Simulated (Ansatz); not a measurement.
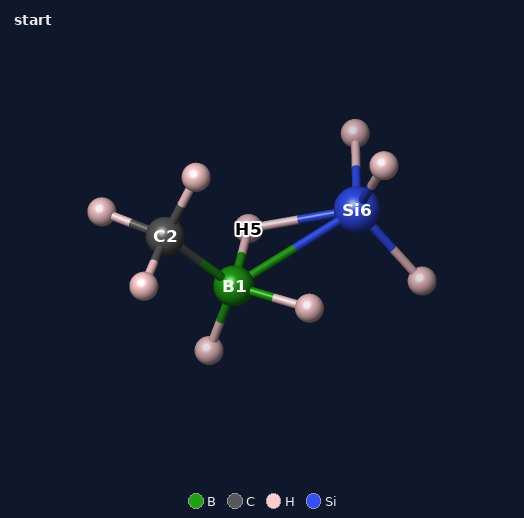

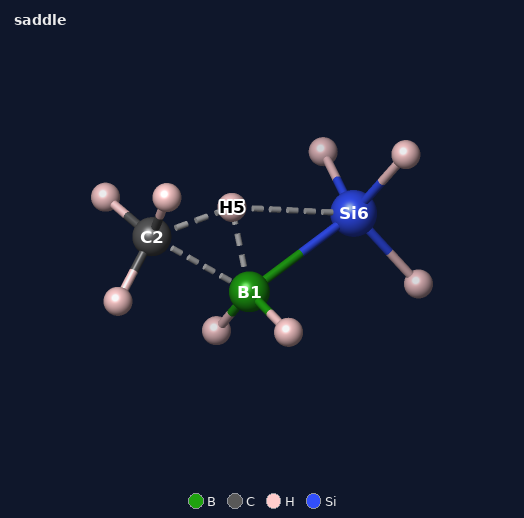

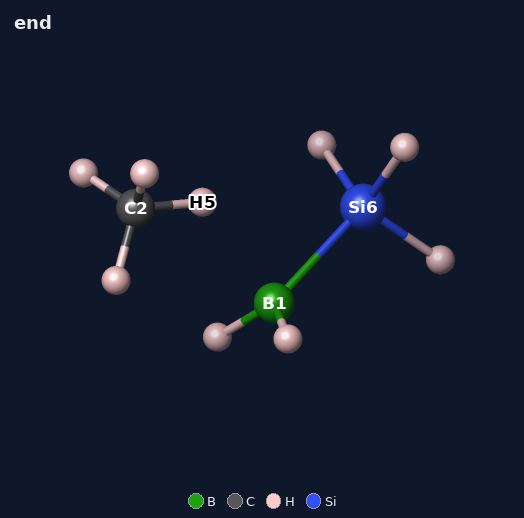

A saddle point and the two end points reached downhill from it. Broken sticks mark bonds that form or break. Charge 0, singlet. Geometries: PBE0-D4/def2-TZVP; all other levels are single points on them, and energies count from the start as drawn. Program: Ansatz 0.2.0. In CBS estimates cores are frozen, and CCSD(T) − MP2 is taken in the smaller basis.

Q: Which bonds form and which break from start to end?

A: Formed: C2–H5; broken: B1–C2, B1–H5, H5–Si6. At the saddle point C2···H5 is 1.39 Å, B1···C2 is 1.80 Å, B1···H5 is 1.25 Å, H5···Si6 is 2.02 Å.

Give the electronic barrier and the reaction energy from start to end in kcal/mol (no zero-point energy) with CCSD(T)/CBS (MP2 limit from def2-TZVPP and def2-QZVPP plus CCSD(T) − MP2); PBE-QIDH (frozen core)/def2-TZVPP; r2SCAN0-D4/def2-TZVPP; RHF-MP2 (frozen core)/def2-QZVPP; direct RPA on PBE orbitals (frozen core)/def2-TZVPP.

| level | barrier | reaction energy |
| --- | --- | --- |
| CCSD(T)/CBS (MP2 limit from def2-TZVPP and def2-QZVPP plus CCSD(T) − MP2) | 22.4 | +8.8 |
| PBE-QIDH (frozen core)/def2-TZVPP | 21.9 | +11.5 |
| r2SCAN0-D4/def2-TZVPP | 21.1 | +11.2 |
| RHF-MP2 (frozen core)/def2-QZVPP | 21.6 | +11.0 |
| direct RPA on PBE orbitals (frozen core)/def2-TZVPP | 22.2 | +7.2 |
